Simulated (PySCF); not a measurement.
BeBr (charge −1)

```xyz
2

Be    0.0000    0.0000   -1.9844
Br    0.0000    0.0000    0.2266
```

Level of theory: PBE0/aug-pcseg-1, non-relativistic, at a bond length of 2.211 Å in PySCF 2.14.0.

> Predict the electron density and electron localisation function between the atoms.

Be–Br (2.21 Å): ρ is about 0.59 e/Å³ halfway; the ELF peaks at about 0.85 in the valence shell of Br, 1.1 Å from its nucleus, and is about 0.85 at the midpoint.

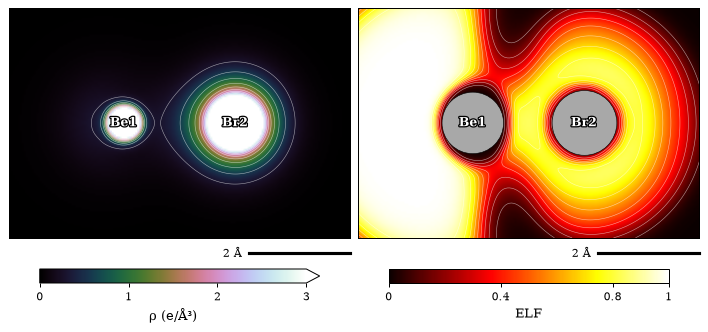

Computed electron density and electron localisation function on a plane that holds the molecular axis, in this order. Grey discs cover the atomic cores in the ELF map. 
